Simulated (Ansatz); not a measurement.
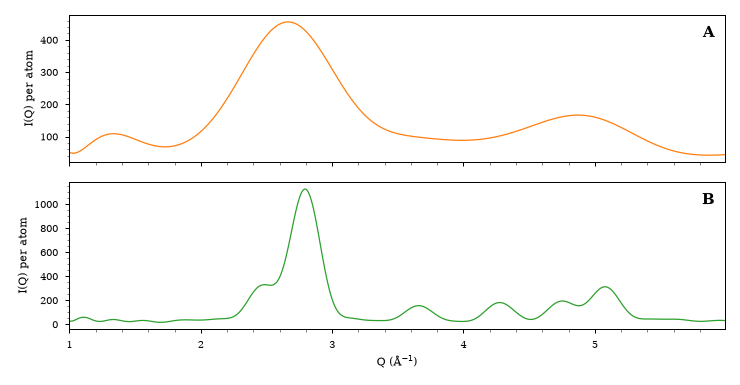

X-ray scattering of spheres cut from the crystal structure of Ti (P6_3/mmc, a = 2.936 Å, b = 2.936 Å, c = 4.642 Å, α = 90.00°, β = 90.00°, γ = 120.00°), calculated atom by atom with the Debye equation (B = 0.5 Å², no relaxation of the surface). It is based on the input geometry of an electronic-structure calculation (not necessarily at equilibrium).

The spheres are 10 and 28 Å across. Which curve is which?

curve A: 10 Å (21 atoms); curve B: 28 Å (655 atoms). Peak widths go roughly as 2π/D, so the largest sphere has the sharpest peaks.

Index the main peaks of the largest sphere.

Q ≈ 2.79 Å⁻¹: 101; Q ≈ 3.66 Å⁻¹: 102; Q ≈ 4.28 Å⁻¹: 110; Q ≈ 5.08 Å⁻¹: 112 + 201.
